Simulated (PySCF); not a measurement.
C2H7ClO, SMILES `CO.CCl`.

Computed with PySCF, HF/def2-SVP, geometry: an unrelaxed start of a pair search. Without diffuse functions Rydberg states are missing, so the states' numbers hold for this basis only.

Input script:

```python
import numpy as np
from pyscf import gto, scf, dft, tdscf
from pyscf.scf import atom_ks, atom_hf
from scipy.linalg import block_diag

def solve(mol, dm0=None, hcore=None):
    mf = scf.UHF(mol) if mol.spin else scf.RHF(mol)
    mf = mf.density_fit(auxbasis='def2-universal-jkfit')
    mf.conv_tol, mf.max_cycle = 1e-8, 80
    if hcore is not None:
        mf.get_hcore = lambda *args: hcore
    mf.kernel(dm0)
    if not mf.converged:
        mf = mf.newton().run(mf.mo_coeff, mf.mo_occ, max_cycle=30)
    assert mf.converged, 'SCF not converged'
    return mf

mol = gto.M(atom='''
C      2.40649     0.44589    -0.36199
O      1.82155    -0.54790     0.44553
H      2.61830    -0.01787    -1.32316
H      3.34284     0.81442     0.06891
H      1.72569     1.28958    -0.51477
H      1.64670    -0.17018     1.31258
C     -1.27334    -1.09139    -0.25705
Cl    -1.59173     0.62259     0.09253
H     -1.65145    -1.30607    -1.25371
H     -1.79687    -1.68650     0.48678
H     -0.19705    -1.25129    -0.19955
''', basis='def2-svp', charge=0, spin=0, verbose=4)
mf = solve(mol)
td = mf.TDA()
td.nstates, td.singlet, td.conv_tol = 5, True, 1e-5
td.kernel()
td.analyze()
x, y = np.array([p[0] for p in td.xy]), np.array([p[1] + 0 * p[0] for p in td.xy])
f, mu = td.oscillator_strength(), td.transition_dipole()
nto = [td.get_nto(state=i + 1, verbose=4) for i in range(len(td.e))]
# spherically averaged free atoms, for the promolecule
atm = scf.atom_hf.get_atm_nrhf(mol)
pro = block_diag(*[(atm[a[0]][2] * atm[a[0]][3]) @ atm[a[0]][2].T for a in mol._atom])
np.savez('result.npz', e=td.e, f=f, ok=td.converged, w=[n[0] for n in nto], nto=[n[1] for n in nto], x=x, y=y, c=mf.mo_coeff, occ=mf.mo_occ, eps=mf.mo_energy, pro=pro, mu=mu)
```

Launched as:

```sh
OMP_NUM_THREADS=1 python input.py
```

The run took 44 s on 1 thread of Arm Neoverse V1, on a shared host, peak memory 0.36 GiB.

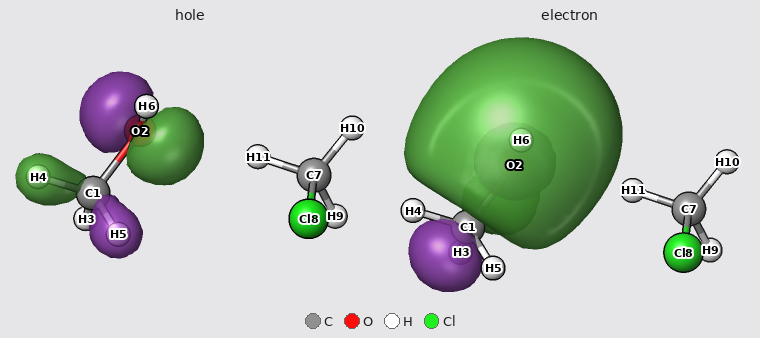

Leading natural transition orbital pair of S₃ (CIS singlet states); the surfaces enclose about 78 % of each orbital's density.

**Give its energy and the atoms that hole and electron lie on.**

9.23 eV (134 nm), f = 0.000 (very weak); the leading pair carries 98 %; hole on O2 (70 %), C1 (12 %) and H4 and H5 (6 % each), electron on H6 (48 %), O2 (24 %) and C1 (12 %); their centroids lie 1.0 Å apart. In canonical orbitals it is mainly HOMO−2 → LUMO (57 %). The HOMO–LUMO gap is 16.11 eV.
